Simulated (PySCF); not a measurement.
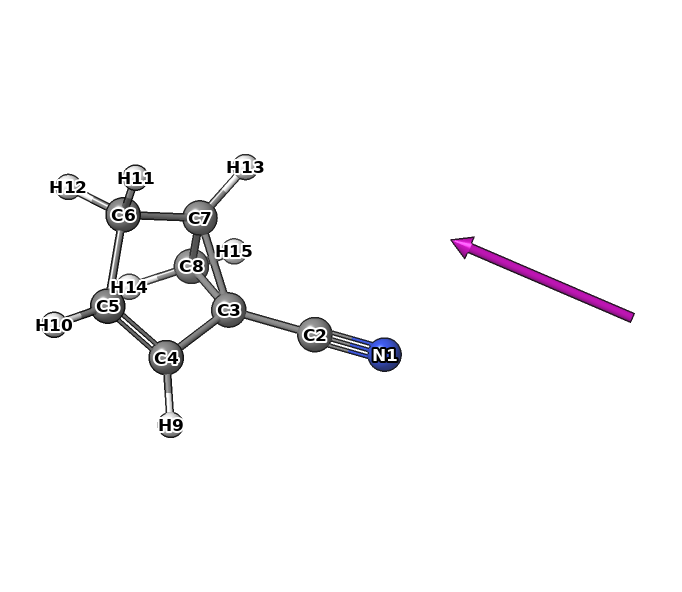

The arrow beside the molecule shows the direction of the dipole moment, from the negative to the positive end (its length means nothing). The computed structure is the end point of a GFN2-xTB optimisation. No frequency run is at hand to confirm it as a minimum. Properties computed with PBE0/pcSseg-1, gas phase (PySCF 2.14.0).

> How large is the dipole moment?

4.60 D; it points from the side of N1 to the side of H12 (the outermost atoms at the two ends).
